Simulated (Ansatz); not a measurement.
```
Ta W N
1.0
     5.90199    0.00000    0.01029
     0.00000    5.78180    0.00000
    -2.92055    0.00000    4.03319
Ta W N
2 4 8
Direct
  0.00000 0.00000 0.50000
  0.50000 0.50000 0.50000
  0.00000 0.27189 0.00000
  0.50000 0.77189 0.00000
  0.00000 0.72811 0.00000
  0.50000 0.22811 0.00000
  0.25497 0.50000 0.96898
  0.75497 0.00000 0.96898
  0.24503 0.00000 0.03102
  0.74503 0.50000 0.03102
  0.25000 0.75000 0.50000
  0.75000 0.25000 0.50000
  0.25000 0.25000 0.50000
  0.75000 0.75000 0.50000
```

Space group C2/m; a generated structure, not necessarily the stable one; changed on purpose from its base cell (volume × 0.91, shape and atoms relaxed); computed pressure about 36 GPa in this cell; computed without spin polarisation.

Theory: DFT PBE, scalar-relativistic, plane waves, PAW (Ansatz).

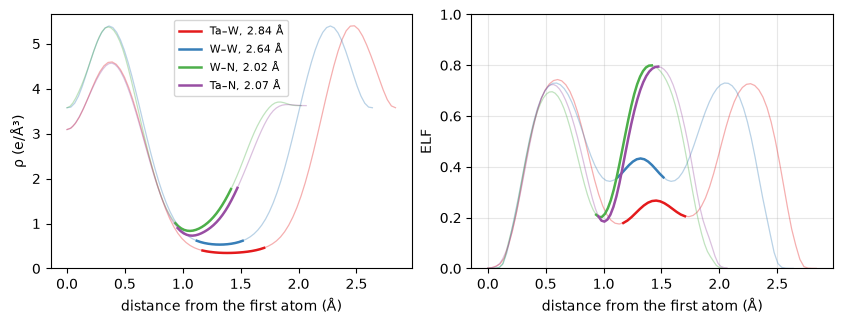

TaW₂N₄. Valence electron density and electron localisation function along straight lines between neighbouring atoms. Thin, pale parts lie inside the atomic spheres.

Core electrons are frozen (PAW), and the valence fields are smoothed inside the atomic spheres.

> What can be read from the curves?

Ta–W (2.84 Å): ρ at the midpoint is about 0.35 e/Å³; the ELF is about 0.25 at the midpoint; no localised pair shows between them.
W–W (2.64 Å): ρ at the midpoint is about 0.53 e/Å³; the ELF is about 0.45 at the midpoint.
W–N (2.02 Å): the density is about 0.86 e/Å³ at the midpoint; the ELF peaks at about 0.80 in the valence shell of N, 0.6 Å from its nucleus, and is about 0.20 at the midpoint.
Ta–N (2.07 Å): the density is about 0.75 e/Å³ at the midpoint; the ELF peaks at about 0.80 in the valence shell of N, 0.6 Å from its nucleus, and drops to about 0.20 between the two atoms; no shared electron pair shows on this line.
